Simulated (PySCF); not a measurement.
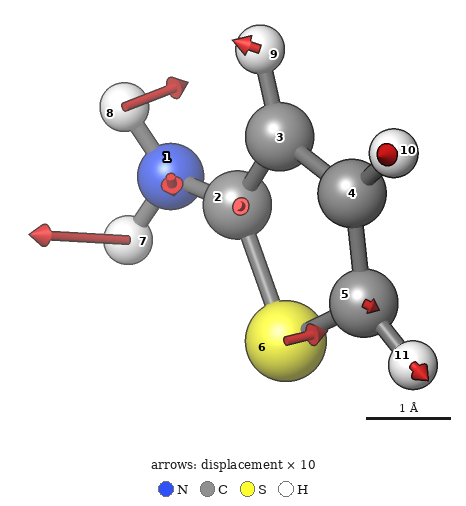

A relaxation of C₄H₅NS. The starting structure is drawn; red arrows show the displacements, 10 times their true length. The two geometries are superimposed by the best rigid fit.

The picture is a ball-and-stick view, seen from a free direction.

The start comes from GFN2-xTB.

Computed with PySCF 2.14.0, density-fitted response routines, PBE0-D3(BJ)/def2-SVP geometry optimisation, gas phase. 

Which element moves most?

Hydrogen: up to 0.15 Å, against 0.06 Å for sulfur.

Describe the change and its energy.

H7 moves most after the best rigid fit: 0.15 Å. Largest moves by element: H 0.15 Å, S 0.06 Å, N 0.04 Å, C 0.03 Å. Near-neighbour distances that change, for instance: C5–H11 1.071 → 1.088 Å, C3–H9 1.075 → 1.091 Å, C2–C3 1.363 → 1.376 Å, C4–C5 1.352 → 1.365 Å. Bond angles that change, for instance: H7–N1–H8 113.6° → 111.3°. Over 8 geometry steps the energy falls by 0.036 eV. Largest force component: 0.61 eV/Å at the start, 0.015 eV/Å at the end.
